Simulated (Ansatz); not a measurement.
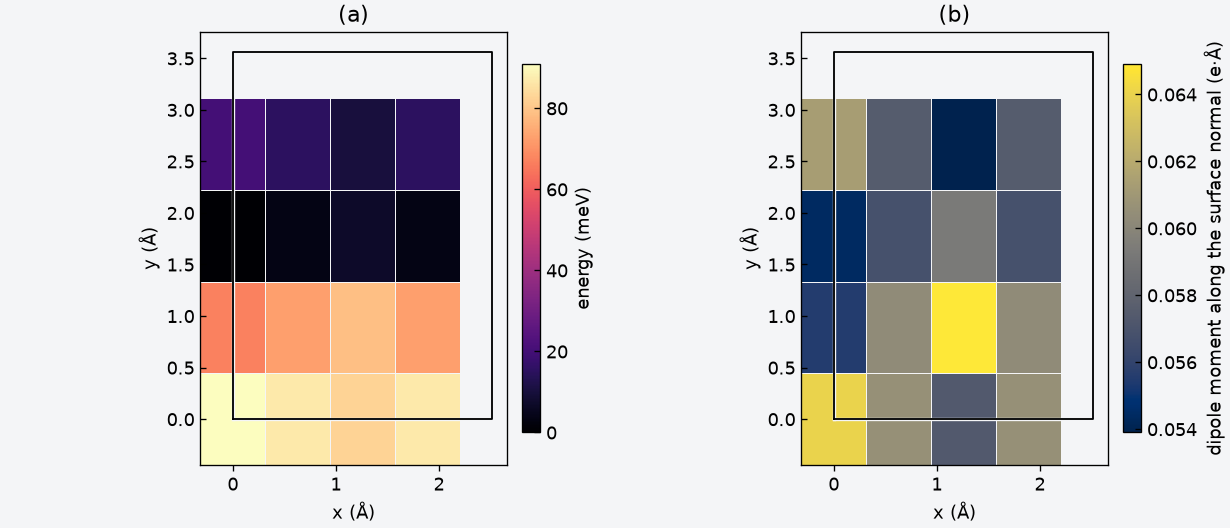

N₂ on a C(110) slab cut from the Fd-3m phase, its upper half relaxed before the scan (20 atoms of substrate and one adsorbate in a 2 × 1 cell). N2 is moved over the surface cell at a fixed height above a rigid substrate; the origin of the map has the adsorbate above C17; the height is held at 2.90 Å. Places are given modulo a cell vector. The map is drawn in real space over the plane of the surface. The scan uses a 4 × 4 grid; 12 points were computed and 4 follow by symmetry. Places are given in fractions of the 1 × 1 surface cell. All energies are given in meV relative to the lowest grid point. At a fixed height the lowest place need not be the adsorption site. Computed with DFT PBE+D3(BJ), scalar-relativistic, plane waves, PAW in Ansatz 0.2.0. Settings: cutoff 420 eV, k-mesh 5×8×1, gaussian smearing 0.05 eV, no spin polarisation.

Panel (a) is the energy and panel (b) the computed dipole moment along the surface normal on the same grid.

Drawn: one coloured cell a grid point, the outline of one cell of the plane.

Q: How does the dipole moment along the surface normal vary over the map, and what is it at the lowest grid point?

A: It runs from 0.05 e·Å at (2/4, 3/4) of the cell vectors to 0.06 e·Å at (2/4, 1/4) of the cell vectors. At the lowest grid point, (0/4, 2/4) of the cell vectors, it is 0.05 e·Å.

| second ↓, first → | 0/4 | 1/4 | 2/4 | 3/4 |
| --- | --- | --- | --- | --- |
| 3/4 | 0.06 | 0.06 | 0.05 | 0.06 |
| 2/4 | 0.05 | 0.06 | 0.06 | 0.06 |
| 1/4 | 0.06 | 0.06 | 0.06 | 0.06 |
| 0/4 | 0.06 | 0.06 | 0.06 | 0.06 |

PAW datasets: the set soft_1.
